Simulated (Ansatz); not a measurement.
## Run report: AlSiNH$_{6}$O, nudged elastic band (part 2 of 2)

AlSiNH$_{6}$O; RKS B3LYP/def2-SVP (Ansatz 0.2.0). The run did not end well. One setting was made poor on purpose. It belongs to a series of runs on one base structure; here: band between the two ends.

Geometry of the input (Å):
```
N  -1.5922  0.7763  -0.5745
Si -0.9537  -0.7734  -0.1509
Al 1.2324  -0.4883  0.6025
O  2.0756  1.1996  0.6789
H  -1.0037  1.2326  -1.3199
H  -1.5743  1.4386  0.2635
H  -0.9238  -1.6429  -1.3281
H  -1.7229  -1.3650  0.9062
H  2.1272  -1.7415  1.1100
H  2.4186  1.3127  -0.1847
```

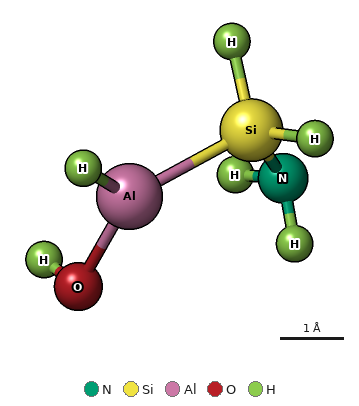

**Figure 1.** The starting structure (ball-and-stick view, seen at a tilt). Sticks mark near contacts.

```
Unfinished report: {"positions_ang":[[-1.2781456143445642,1.0979375037016523,-0.5319935709229026],[-0.8506741182324107,-0.5442546070253013,-0.14003881113477726],[1.369205843456212,-0.665207237360785,0.6623519666566303],[2.4500839849065894,0.8395905867498423,0.8476767398257732],[-1.6278286691345152,1.1863002073347917,-1.5138658162352239],[-2.03626601539601,1.4772211728198064,0.09950879196196202],[-0.9636159922307046,-1.370595643374265,-1.3518637120277186],[-1.7475731240387207,-1.0944692088209442,0.8542218455436379],[2.056725501537746,-2.0582035995350276,1.103167828313288],[2.7112882034763772,1.0803808255102292,-0.02616526198067083]],"unchecked":["starts","cluster_reference","orbital_swaps","neighbouring_geometries","increment"],"mean_field":{"relativity":"none","state":{"energy":{"ev":-18104.076657798138,"hartree":-665.312545790179},"converged":true,"gradient_ev":0.000018608210844027064,"stability":{"kind":"minimum","curvature_ev":19.22287386484993},"curvature_floor_ev":0.00030000000000000003,"spin_squared":-7.105427357601002e-15},"others":[],"fillings":{"estimated":0,"unestimated":0,"tried":0,"untried":0,"excluded_magnetic_sites":0},"n_dropped_functions":0,"n_trapped_functions":0,"passes":{"evaluations":4,"products":24},"factors":{"origin":"Cholesky decomposition","count":970,"bound_ev":0.00038150711507347517},"gradient_stop_ev":0.00009,"reference_kind":"stationary","functional":{"name":"B3LYP","citations":["Stephens, Devlin, Chabalowski & Frisch, J. Phys. Chem. 98, 11623 (1994) doi:10.1021/j100096a001","Becke, Phys. Rev. A 38, 3098 (1988) doi:10.1103/PhysRevA.38.3098","Lee, Yang & Parr, Phys. Rev. B 37, 785 (1988) doi:10.1103/PhysRevB.37.785","Vosko, Wilk & Nusair, Can. J. Phys. 58, 1200 (1980) doi:10.1139/p80-159"],"text":"name \"B3LYP\"\ncite \"Stephens, Devlin, Chabalowski & Frisch, J. Phys. Chem. 98, 11623 (1994) doi:10.1021/j100096a001\"\ncite \"Becke, Phys. Rev. A 38, 3098 (1988) doi:10.1103/PhysRevA.38.3098\"\ncite \"Lee, Yang & Parr, Phys. Rev. B 37, 785 (1988) doi:10.1103/PhysRevB.37.785\"\ncite \"Vosko, Wilk & Nusair, Can. J. Phys. 58, 1200 (1980) doi:10.1139/p80-159\"\nparameter a0 = 0.2\nparameter ax = 0.72\nparameter ac = 0.81\nexchange = (1 - a0 - ax)*slater_x + ax*b88_x + a0*exact_x\ncorrelation = (1 - ac)*vwn_rpa_c + ac*lyp_c\n","parameters":{"a0":{"value":0.2,"default":0.2},"ac":{"value":0.81,"default":0.81},"ax":{"value":0.72,"default":0.72}},"final_grid":{"core_spheres":13.0,"valence_spheres":11.0,"degree":36.0},"final_grid_parameter_source":"default","radial_points_factor":1.0,"radial_grid_error_ev":6.729326096032238e-7,"grid_sensitivity":"normal","grid_sensitivity_ratio":0.0013437628806248659},"unsmoothed_excess_ev":-0.00028413361146078955,"symmetry":{"irreps":["A"],"axes":[[0.997340035371068,-0.07233307665330196,0.00898776211883241],[0.07211209782200279,0.9971343857587442,0.022866177757598662],[-0.010615987648216077,-0.02215722815245044,0.9996981334617232]],"occupied":[{"A":24},{"A":24}]},"held":{"pivots":970,"left_out":0,"joined":0},"density_repulsion":{"missed_ev":0.000021511024820757413,"excess_ev":0.0,"most_excess_ev":0.0001296,"are_drawn_again":false,"n_first_factors":970,"energy_change_ev":0.0,"n_dropped_ends":0}},"factors":{"origin":"Cholesky decomposition","count":970,"bound_ev":0.00038150711507347517},"n_frozen":0,"n_occupied":[24,24],"n_virtual":[70,70],"reference":{"ev":-18104.076657798138,"hartree":-665.312545790179},"total":{"ev":-18104.076657798138,"hartree":-665.312545790179},"forces_ev_per_angstrom":[[-1.8184970121206594,1.0300957499013388,-0.3850141027694744],[0.2500240745797225,0.2165605312111022,-0.31761127292573327],[2.2868163498977503,1.3503032586843686,0.8190631169544801],[-1.7455908904714619,-2.525852899750009,0.7762608756799197],[0.31427125160187397,0.09915041373198971,1.0250489845512378],[1.0973684582072254,-0.3328053680409776,-0.9269356340809832],[-0.10401225417179076,-0.38451827631107766,-0.45599064801329614],[-0.707011440990102,-0.488496413892058,0.6692310565096754],[-0.08978566964263542,0.2660691511342257,-0.022999886446099977],[0.5164171331084864,0.7694938533322733,-1.18105248944722]],"charge_distribution":{"dipole_moment_e_ang":[-0.45695292403508886,0.0061565559196775956,-0.40933002074672],"mulliken_charges_e":[-0.3780047102117061,0.2394015274335306,0.5909030839497689,-0.46188654199191426,0.12330313295368611,0.12683419946327368,-0.10445236792815571,-0.10241561644246944,-0.18682262096485514,0.15313991373885183],"lowdin_charges_e":[-0.03307235538522679,0.1524621119141969,0.2378361218832925,-0.04722359848451241,0.01803802974492119,0.028011925632154044,-0.07656532125838611,-0.08026206118424728,-0.14385152299096204,-0.055373329871224675]},"n_threads":1,"memory_gib":1.7045454550534487,"seconds":{"hamiltonian":2.342605699,"orbitals":0.0,"second_order":0.0,"solver_start":0.0,"cycles":0.0,"cycle":0.0,"perturbative":0.0,"full_ci_increment":0.0,"forces":0.0}}
this run last wrote the band of iteration 60 to [file]
Error: NEB band did not converge after 60 iterations: max|band force component| = 2.12e0 eV/Å (threshold 5.0e-2); raise `neb.max_iterations` in a new run, which can start from the last band evaluated (`neb.initial_path`, with `crystal.atoms` and `neb.final_atoms` set to its first and last images), add images, or start from endpoints closer to local minima. Where this run's directory can be resumed (`checkpoint.write`), a resume goes on for up to `neb.max_iterations` more; to start a new run from the last band, take its images' positions from the `neb_iteration` event of iteration 60 (`data.images[].positions_ang`), in the event stream of the run that computed that iteration (not this run's, if it was resumed behind it). With `checkpoint.write`, `steps/00-neb/state/checkpoint.json` in the run directory holds the last saved band, under `neb.evaluated.images[].positions_ang` (a band under a hybrid functional on support functions is neither saved nor resumed: `neb.initial_path` says where its path is): check the last entry of `neb.iterations` there, which is earlier than 60 if that iteration was not saved or its write failed. If the band's step has no `state` directory and holds `state.next`, a write was cut short, and the file is under `state.next` instead (behind a loss of power it can be under `state.prev`)
this run wrote the band of iteration 60 to [file] as well, whether or not its events were kept: a new run's `neb.initial_path` can list its `images[].positions_ang`
a run's events are kept only if it was started with --events-out <file>, and are in that file
```

The last band as extended XYZ (Å, eV, eV/Å)
```
10
Properties=species:S:1:pos:R:3:forces:R:3 image=0 energy=-18103.87133
N    -1.5922    0.7763   -0.5745    0.2224   2.3840   0.1831
Si   -0.9537   -0.7734   -0.1509    0.2849   0.1560  -0.4085
Al    1.2324   -0.4883    0.6025    2.5934   1.5107   0.9463
O     2.0756    1.1996    0.6789   -1.9585  -2.7236   1.3129
H    -1.0037    1.2326   -1.3199   -0.8632  -0.3897   0.9048
H    -1.5743    1.4386    0.2635   -0.1170  -0.9595  -1.4921
H    -0.9238   -1.6429   -1.3281   -0.1996  -0.4151  -0.4992
H    -1.7229   -1.3650    0.9062   -0.8325  -0.5563   0.7574
H     2.1272   -1.7415    1.1100   -0.0328   0.3419  -0.0482
H     2.4186    1.3127   -0.1847    0.9029   0.6515  -1.6562
10
Properties=species:S:1:pos:R:3:forces:R:3 image=1 energy=-18104.61015
N    -1.5948    0.8259   -0.5836   -0.0086   0.0330  -0.0069
Si   -0.9301   -0.7507   -0.1553    0.0266   0.0132  -0.0029
Al    1.3779   -0.5766    0.6412    0.1367  -0.0713   0.0344
O     2.2011    0.9276    0.5932    0.1064  -0.2318  -0.0805
H    -1.0900    1.2896   -1.3384   -0.0893   0.0439  -0.0164
H    -1.6382    1.4773    0.2003   -0.0688   0.0237  -0.0567
H    -1.0056   -1.6340   -1.3623   -0.0635   0.0004  -0.0296
H    -1.8043   -1.3572    0.8963   -0.0631  -0.0056  -0.0064
H     2.2080   -1.7777    1.2512    0.0879  -0.0167   0.1273
H     2.3591    1.5245   -0.1397   -0.0643   0.2113   0.0377
10
Properties=species:S:1:pos:R:3:forces:R:3 image=2 energy=-18104.72977
N    -1.5888    0.8529   -0.6054   -0.0020   0.0012  -0.0012
Si   -0.8973   -0.7015   -0.1586    0.0017   0.0019   0.0024
Al    1.4518   -0.6579    0.6339    0.0073  -0.0052  -0.0064
O     2.4284    0.7419    0.4712    0.0098  -0.0083  -0.0044
H    -1.2020    1.3306   -1.4156   -0.0082   0.0009  -0.0053
H    -1.7529    1.5287    0.1368   -0.0076   0.0027  -0.0032
H    -1.0129   -1.5944   -1.3583    0.0026   0.0014   0.0019
H    -1.7814   -1.2855    0.9017    0.0011   0.0038   0.0013
H     2.2321   -1.8518    1.3285    0.0017  -0.0023   0.0045
H     2.2062    1.5855    0.0688   -0.0064   0.0039   0.0103
10
Properties=species:S:1:pos:R:3:forces:R:3 image=3 energy=-18104.71668
N    -1.6229    0.8915   -0.5981   -0.0375  -0.0729   0.0111
Si   -0.8747   -0.6224   -0.1500   -0.0346  -0.0040  -0.0142
Al    1.4749   -0.6604    0.6509    0.0106  -0.0043  -0.0104
O     2.5734    0.6521    0.5495   -0.0138  -0.0088  -0.0354
H    -1.4918    1.2902   -1.5206    0.0308   0.0466   0.0097
H    -1.8641    1.5941    0.0915    0.0450   0.0500  -0.0125
H    -0.9596   -1.4984   -1.3656    0.0069  -0.0169  -0.0018
H    -1.7313   -1.2634    0.9029    0.0101  -0.0169   0.0105
H     2.1439   -1.9453    1.3017   -0.0015   0.0081   0.0168
H     2.4354    1.5108    0.1409   -0.0161   0.0190   0.0261
10
Properties=species:S:1:pos:R:3:forces:R:3 image=4 energy=-18104.66941
N    -1.3528    1.0664   -0.5643   -0.0192  -0.0532  -0.0036
Si   -0.8431   -0.5670   -0.1454    0.0057   0.0070  -0.0070
Al    1.4697   -0.6804    0.6783    0.0740  -0.0272   0.0215
O     2.5575    0.6440    0.6801    0.0778  -0.1966  -0.1418
H    -1.6672    1.2029   -1.5209   -0.0597   0.0525   0.0021
H    -2.0078    1.5116    0.0741    0.0406   0.0759  -0.0382
H    -0.9650   -1.4214   -1.3742   -0.0144  -0.0189  -0.0287
H    -1.7742   -1.1719    0.8680   -0.0261  -0.0349   0.0055
H     2.1078   -2.0179    1.2407    0.0126  -0.0032   0.0967
H     2.5582    1.3824    0.0667   -0.0913   0.1986   0.0934
10
Properties=species:S:1:pos:R:3:forces:R:3 image=5 energy=-18104.07637
N    -1.2781    1.0979   -0.5320   -1.8185   1.0301  -0.3850
Si   -0.8507   -0.5443   -0.1400    0.2500   0.2166  -0.3176
Al    1.3692   -0.6652    0.6624    2.2868   1.3503   0.8191
O     2.4501    0.8396    0.8477   -1.7456  -2.5259   0.7763
H    -1.6278    1.1863   -1.5139    0.3143   0.0992   1.0250
H    -2.0363    1.4772    0.0995    1.0974  -0.3328  -0.9269
H    -0.9636   -1.3706   -1.3519   -0.1040  -0.3845  -0.4560
H    -1.7476   -1.0945    0.8542   -0.7070  -0.4885   0.6692
H     2.0567   -2.0582    1.1032   -0.0898   0.2661  -0.0230
H     2.7113    1.0804   -0.0262    0.5164   0.7695  -1.1811
10
Properties=species:S:1:pos:R:3:forces:R:3 image=6 energy=-18103.82003
N    -1.2998    1.0444   -0.4887   -2.4888   1.3433  -0.6868
Si   -0.8489   -0.5851   -0.1281    0.4093   0.1340  -0.3603
Al    1.3479   -0.5868    0.6478    2.7189   1.5397   0.9665
O     2.3797    0.9873    0.8001   -2.1805  -2.6850   1.2353
H    -1.5607    1.1445   -1.5047    0.2962   0.1378   1.2772
H    -2.1640    1.3336    0.0687    1.4669  -0.2466  -1.0092
H    -0.9080   -1.4025   -1.3410   -0.2076  -0.5462  -0.5300
H    -1.6918   -1.1271    0.8990   -0.8898  -0.6391   0.7907
H     2.0868   -1.9553    1.1061   -0.0615   0.3228  -0.0527
H     2.7420    1.0957   -0.0562    0.9367   0.6394  -1.6308
```

Outcome

- outcome: not converged
- barrier, forward (band not converged): −0.205 eV
- barrier, backward: −0.256 eV
- hardware: 1 thread of Intel Xeon (Granite Rapids), 192 GiB of memory available, shared host
- wall time: 11 min
- peak memory: 0.28 GiB

What went wrong

The run did not converge: “NEB band did not converge after 60 iterations: max|band force component| = 2.12e0 eV/Å (threshold 5.0e-2); raise `neb.max_iterations` in a new run, which can start from the last band evaluated (`neb.initial_path`, with `crystal.atoms` and `neb.final_atoms` set to its first and last images), add images, or start from endpoints closer to local minima …” Its last values are not results. A deliberately poor setting: ends not relaxed.
